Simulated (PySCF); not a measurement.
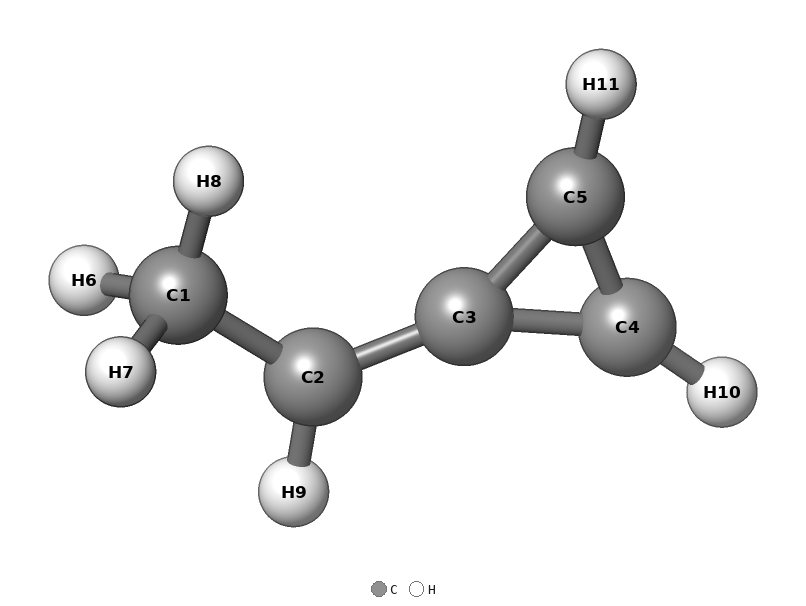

Charge +1, doublet. The geometry was computed by an optimisation with GFN2-xTB. No frequency run is at hand to confirm it as a minimum. Level of theory: UKS B3LYP, pcH-1 on C H, non-relativistic (PySCF 2.14.0). Fermi-contact and spin-dipolar terms alone, no spin-orbit part.

> Which nucleus has the largest dipolar (anisotropic) hyperfine coupling?

13C at C2: principal values −53.4, −52.3, 105.7 MHz.

List the isotropic and dipolar parts for the most strongly coupled nuclei, one of each equivalent set.

```csv
atom,isotope,a_iso (MHz),dipolar part (MHz)
C2,13C,46.3,"−53.4, −52.3, 105.7"
H9,1H,−42.8,"−23.9, −3.7, 27.6"
C5,13C,8.9,"−12.5, −10.8, 23.4"
C3,13C,−23.8,"−15.2, −7.2, 22.5"
C4,13C,7.7,"−11.9, −10.1, 21.9"
H6,1H,133.2,"−5.8, −3.1, 8.8"
H11,1H,−11.8,"−6.2, −2.0, 8.1"
H10,1H,−11.0,"−5.9, −2.0, 7.9"
```
